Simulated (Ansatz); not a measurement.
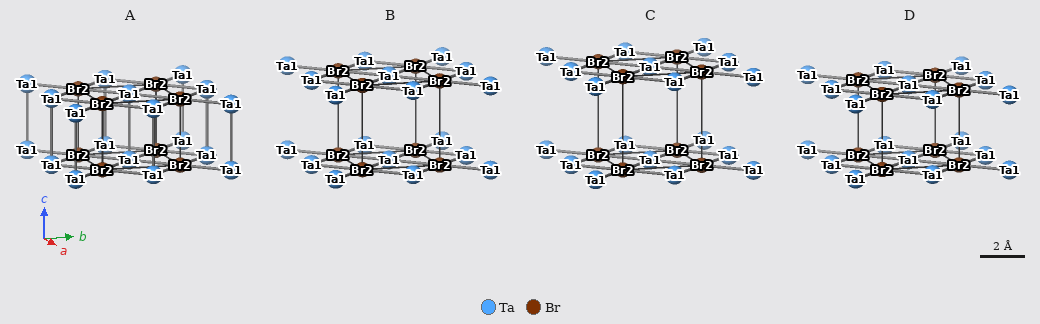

4 geometries from one relaxation of solid TaBr (a generated structure, set up in P4/mmm) (coarse preliminary run), in shuffled order. A ball-and-stick model of the cell of the calculation, seen slightly off an axis.

Computed with Ansatz, DFT PBE, scalar-relativistic, plane waves, PAW. (plane-wave cutoff 420 eV; k-point mesh 4 × 4 × 4; occupations gaussian; smearing width 0.1 eV; collinear spin; cell and atoms relaxed; force threshold 0.04 eV/Å; at most 70 steps)

Question: Put them in the order of the run, from the start to the converged end.

Answer: C, B, D, A. They are steps 0, 2, 4, 8, at +608 meV per atom, +403 meV per atom, +163 meV per atom relative to the last. The atoms keep their places relative to the cell (all moves are under 0.005 Å). Cell: a = b 3.799 → 3.742 Å (−1.5 %), c 4.366 → 3.094 Å (−29.1 %). Volume −31.2 %. Among the contacts that change: Br2–Br2 4.366 → 3.094 Å, Ta1–Ta1 4.366 → 3.094 Å, Ta1–Br2 2.686 → 2.646 Å. The space group stays P4/mmm (No. 123). Over 7 accepted moves (8 points after the start) the energy falls by 608 meV per atom. All forces vanish by symmetry, so only the cell relaxes. The pressure goes from −5.04 to −0.11 GPa. At 1 point the geometry stayed and the basis and grid were re-selected for the new cell (energy shift of 0.5 meV per atom at most each time). The run may lie on a higher electronic state than the lowest, so the end point isn't shown to be the ground-state structure. The run took 26 s on 1 thread of Intel(R) Xeon(R) 6975P-C (Granite Rapids), on a shared host, peak memory 0.42 GiB.

Limits of the set-up: the k-point mesh is coarse for a cell with partly filled bands.
